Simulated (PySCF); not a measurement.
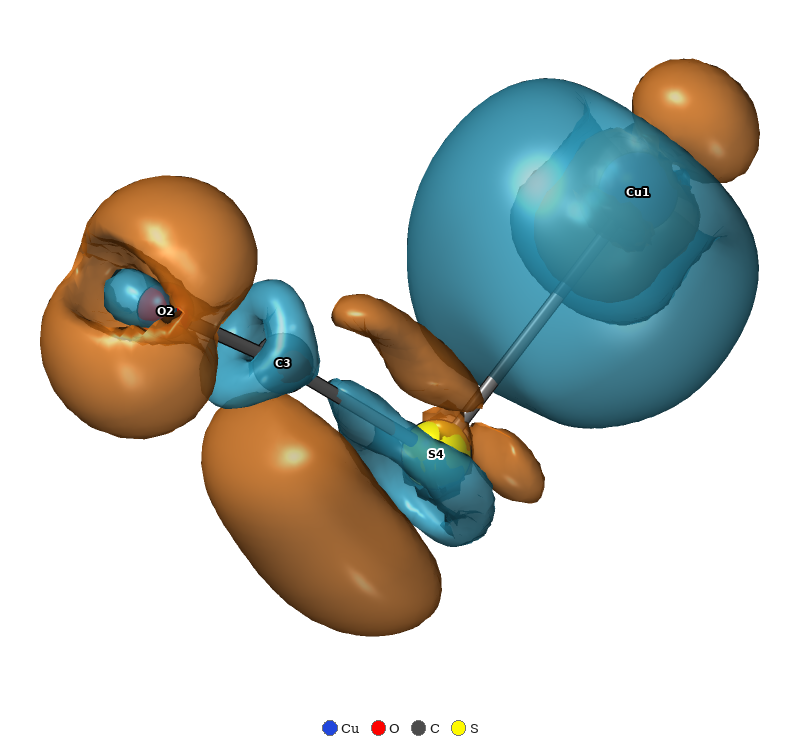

CCuOS, charge +1, SMILES `[Cu+].O=C=S`. Density of the complex less the densities of the two fragments at the same geometry, ±0.02 e/Å³ (light blue: gain, orange: loss). Fragment A: Cu(+1) (atom 1); fragment B: CSO.

Computed with PySCF, PBE0/def2-SVP, geometry: GFN2-xTB. GFN2-xTB bond lengths at metals and heavier atoms can be off by up to 0.1 Å and shapes distorted, which carries into these values.

> How is the density rearranged on binding?

Hirshfeld charges show 0.172 e passing from B to A. By Hirshfeld charges, electrons gather most on Cu1 (−0.172 e) and leave O2 most (+0.104 e); 0.39 e is displaced in all.

> What is the interaction energy, and which contacts carry it?

The counterpoise-corrected interaction energy of the frozen fragments is −27.6 kcal/mol without dispersion correction and −28.8 kcal/mol with D3(BJ). D3 uses neutral-atom coefficients and tends to overbind metal cations. The pair geometry is semi-empirical, not a minimum at this level. Contacts: Cu1···S4, strong, partly covalent contact, 2.32 Å, ρ = 0.062 a.u. The pose is a local one from a semi-empirical search, not shown to be the most stable.
